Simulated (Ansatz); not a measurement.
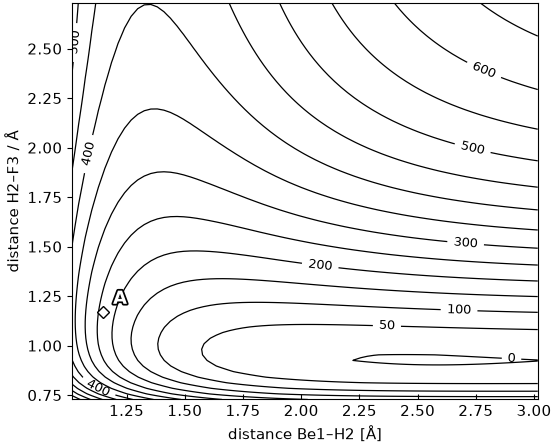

The system Be + HF. First axis: distance Be1–H2. Second axis: distance H2–F3. Nothing is relaxed (the angle Be1–H2–F3 is fixed at 180 degrees). The scan uses a 17 × 17 grid. Points are written as (first, second). Energies: kJ/mol, counted from the lowest grid point. The reference is spin-restricted, so regions where a bond is pulled apart into radicals lie too high. Theory: RKS PBE0-D4/aug-cc-pVTZ (Ansatz 0.2.0).

In the figure: contour lines labelled in kJ/mol, the point A. Between grid points the surface is interpolated.

> Is A at rest? If not, where is it pushed?

A, at (1.150 Å, 1.169 Å), is not a stationary point. The computed force is 740 kJ/mol for each Å towards larger values of distance Be1–H2 and 107 kJ/mol for each Å towards smaller values of distance H2–F3.
